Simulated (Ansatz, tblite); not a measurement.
# Ga10As10 zinc blende bond sphere (Ga₁₀As₁₀H₃₀): a ladder of methods and basis sets, part 2 of 2

How do method and basis change the picture of Ga10As10 zinc blende bond sphere (Ga₁₀As₁₀H₃₀) (singlet)?

Ansatz 0.2.0, Gaussian basis; as each input shows.

### 11 RPA/def2-SVP

in.yaml reads:

```yaml
crystal:
  periodic: [false, false, false]
  atoms:
    - {symbol: Ga, position_ang: [-2.205284, -2.207102, -0.593959]}
    - {symbol: Ga, position_ang: [-2.288323, 0.976523, -3.790855]}
    - {symbol: Ga, position_ang: [-2.205972, 0.590197, 2.201017]}
    - {symbol: Ga, position_ang: [-2.291844, 3.783303, -0.982658]}
    - {symbol: Ga, position_ang: [0.976860, -2.297333, -3.784891]}
    - {symbol: Ga, position_ang: [0.589584, -2.206731, 2.203381]}
    - {symbol: Ga, position_ang: [3.785163, -2.293088, -0.975884]}
    - {symbol: Ga, position_ang: [0.690296, 0.688090, -0.692513]}
    - {symbol: Ga, position_ang: [0.976480, 3.784845, 2.286874]}
    - {symbol: Ga, position_ang: [3.783876, 0.977374, 2.292757]}
    - {symbol: As, position_ang: [-3.372119, -0.735450, -2.237725]}
    - {symbol: As, position_ang: [-0.730842, -3.382817, -2.228725]}
    - {symbol: As, position_ang: [-0.736892, -0.738203, 0.733589]}
    - {symbol: As, position_ang: [-0.833249, 2.066730, -2.072019]}
    - {symbol: As, position_ang: [-3.377117, 2.226841, 0.725189]}
    - {symbol: As, position_ang: [-0.732917, 2.229749, 3.371736]}
    - {symbol: As, position_ang: [2.067817, -0.838827, -2.069422]}
    - {symbol: As, position_ang: [2.228461, -3.379336, 0.731059]}
    - {symbol: As, position_ang: [2.228614, -0.733585, 3.374785]}
    - {symbol: As, position_ang: [2.068479, 2.066341, 0.832606]}
    - {symbol: H, position_ang: [-3.160079, -3.156392, 0.227203]}
    - {symbol: H, position_ang: [-1.498033, 0.089411, -4.819951]}
    - {symbol: H, position_ang: [-3.443439, 1.994718, -4.138434]}
    - {symbol: H, position_ang: [-3.158496, -0.230044, 3.153369]}
    - {symbol: H, position_ang: [-3.444523, 4.132408, -2.003202]}
    - {symbol: H, position_ang: [-1.504590, 4.811767, -0.092197]}
    - {symbol: H, position_ang: [0.083984, -1.509642, -4.811129]}
    - {symbol: H, position_ang: [1.997722, -3.449111, -4.136145]}
    - {symbol: H, position_ang: [-0.232451, -3.157787, 3.155663]}
    - {symbol: H, position_ang: [4.139316, -3.445659, -1.994722]}
    - {symbol: H, position_ang: [4.809191, -1.502204, -0.083293]}
    - {symbol: H, position_ang: [0.086888, 4.812016, 1.496829]}
    - {symbol: H, position_ang: [1.995309, 4.135981, 3.440451]}
    - {symbol: H, position_ang: [4.814460, 0.088897, 1.505933]}
    - {symbol: H, position_ang: [4.129192, 1.997177, 3.447212]}
    - {symbol: H, position_ang: [-4.192460, -1.713317, -3.077126]}
    - {symbol: H, position_ang: [-4.554876, -0.136206, -1.482434]}
    - {symbol: H, position_ang: [-1.706654, -4.207425, -3.066258]}
    - {symbol: H, position_ang: [-0.131280, -4.561679, -1.467808]}
    - {symbol: H, position_ang: [0.140762, 2.900530, -2.904588]}
    - {symbol: H, position_ang: [-4.553521, 1.465540, 0.121116]}
    - {symbol: H, position_ang: [-4.206171, 3.062768, 1.698602]}
    - {symbol: H, position_ang: [-1.708699, 3.067442, 4.196215]}
    - {symbol: H, position_ang: [-0.131990, 1.471285, 4.551597]}
    - {symbol: H, position_ang: [2.901793, 0.132564, -2.904886]}
    - {symbol: H, position_ang: [1.469320, -4.558596, 0.129870]}
    - {symbol: H, position_ang: [3.065219, -4.203677, 1.707762]}
    - {symbol: H, position_ang: [3.065854, -1.710090, 4.198822]}
    - {symbol: H, position_ang: [1.469665, -0.133494, 4.554701]}
    - {symbol: H, position_ang: [2.903117, 2.899300, -0.140413]}
basis:
  gaussian: {orbitals: def2-SVP, initial_orbitals: start.molden}
hamiltonian: {xc: pbe}
correlation: {method: rpa}
scf: {omitted_lower_state_checks: [starts]}
```

Command:

```
ansatz run in.yaml --threads 11 --pin off --events-out ev --progress --plain --max-ram 110592MiB --backend cuda --devices 0, --max-vram 75GiB
```

What it wrote:

```text
Functional definition: PBE
  name "PBE"
  cite "Perdew, Burke & Ernzerhof, Phys. Rev. Lett. 77, 3865 (1996) doi:10.1103/PhysRevLett.77.3865"
  parent pbe
  parameter kappa = 0.804
  parameter beta = 0.06672455060314922
  exchange = pbe_x(kappa = kappa, mu = beta*pi^2/3)
  correlation = pbe_c(beta = beta)
these checks for a lower state are left out or cut short: starts
7925 factors; integrals over basis functions are off by at most 1.1e-3 eV
mean field evaluation 1: about -1132378.0582 eV, gradient 2.7e1 eV
mean field evaluation 2: about -1132379.1384 eV, gradient 1.1e0 eV
mean field evaluation 4: about -1132379.1139 eV, gradient 1.6e-1 eV
mean field evaluation 8: about -1132379.1140 eV, gradient 3.1e-6 eV
mean field -1132379.11398670 eV, -41614.1648848799 hartree, gradient 3.1e-6 eV, S^2 0.000000; 0 other end points of the search recorded, 0 dependent functions left out
180 core orbitals not correlated: weight in the atoms' cores, before any rotation towards them, 1.000 or more for the frozen orbitals, at most 0.000 for the correlated occupied ones
reference -1131628.79684560 eV, -41586.5912385277 hartree; 155, 155 occupied and 455, 455 virtual orbitals, 7925 factors
Total energy: -1131818.43528088 eV, -41593.5603224828 hartree
Checks for a lower state left out: starts
```

Run time: 16 s. Hardware: 1 × H100 with 11 threads of AMD EPYC 7R13, shared host; peak host memory 8.1 GiB.

### 12 Comparison

```
              level  functions  HOMO (eV)  LUMO (eV)  gap (eV)   time
          HF/STO-3G        390      -6.01       6.40     12.41  3.4 s
    PBE-D4/def2-SVP        790      -5.98      -2.32      3.66  3.7 s
   PBE-D4/def2-TZVP       1140      -6.04      -2.42      3.62    6 s
r2SCAN-D4/def2-TZVP       1140      -6.29      -2.31      3.98    8 s
   B97M-V/def2-TZVP       1140      -6.41      -2.47      3.94  9.5 s
   PBE0-D4/def2-SVP        790      -6.99      -1.65      5.34  6.5 s
  PBE0-D4/def2-TZVP       1140      -7.01      -1.73      5.28   16 s
```

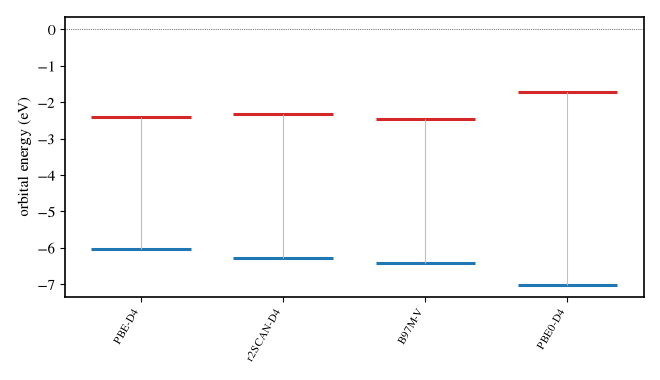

Highest filled (blue) and lowest empty (red) level in def2-TZVP.

The pieces so far (eV):

```
   basis             HF  MP2 correlation                total
def2-SVP  -1131640.9232        -127.5559  -1131768.4791 (MP2)
```

### 13 Binding energy

Free atoms were run apart at each level; binding is atoms less cluster, divided by the number of atoms, without zero-point or spin-orbit terms.

```
              level  binding an atom (eV)
        HF/def2-SVP                 1.713
    PBE-D4/def2-SVP                 2.574
   PBE-D4/def2-TZVP                 2.569
r2SCAN-D4/def2-TZVP                 2.588
   B97M-V/def2-TZVP                 2.589
   PBE0-D4/def2-SVP                 2.566
  PBE0-D4/def2-TZVP                 2.561
       MP2/def2-SVP                 2.355
```

### 14 Results

What follows sums up all 2 parts.

| quantity | value |
| --- | --- |
| gap in def2-TZVP, named functionals, smallest and largest | 3.62 eV (PBE-D4), 5.28 eV (PBE0-D4) |
| correlation energy, MP2/def2-SVP | -127.56 eV |
| binding an atom, functionals in def2-TZVP | 2.56 (PBE0-D4) to 2.59 eV (B97M-V) |
| PBE0 total energy, smallest basis above largest | 142.22 eV (def2-SVP, def2-TZVP) |

**Reading.** Orbital gaps of the named functionals in def2-TZVP span 3.62 eV (PBE-D4) to 5.28 eV (PBE0-D4); exact exchange widens it.

The slowest run with a step of its own, RPA/def2-SVP, took 16 s; the quickest functional in def2-TZVP took 6 s (shared host).
